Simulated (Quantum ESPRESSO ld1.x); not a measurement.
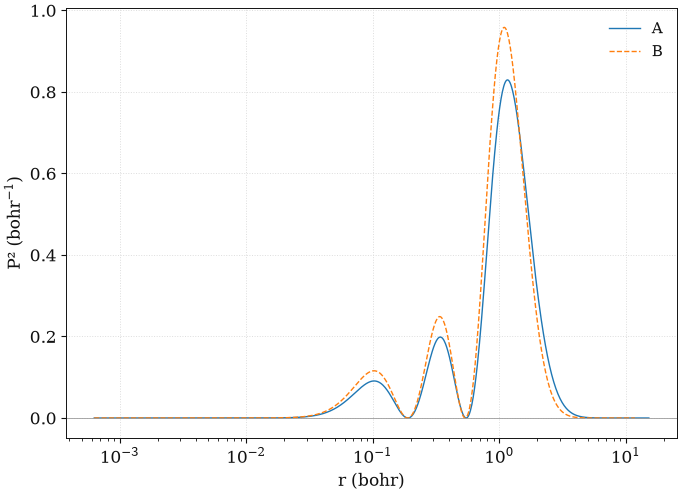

Atomic mercury (Hg) was computed in two configurations: [Xe] 4f12 5d10 6s2 6p2 (high spin); [Xe] 4f14 5d10 6s1 6p1 (high spin). Computed with Quantum ESPRESSO ld1.x 7.5: scalar-relativistic Kohn-Sham, LDA (Slater exchange, Perdew-Wang correlation), spin-polarised, spherical densities, point nucleus.

The plot shows P² of the 5d down orbital in both runs (large components where relativistic).

Assign A and B.

A is [Xe] 4f14 5d10 6s1 6p1 (high spin) (⟨r⟩ = 1.47 bohr, eigenvalue −11.8 eV); B is [Xe] 4f12 5d10 6s2 6p2 (high spin) (⟨r⟩ = 1.32 bohr, eigenvalue −21.1 eV). The orbital is smaller where the other electrons screen the nucleus less.
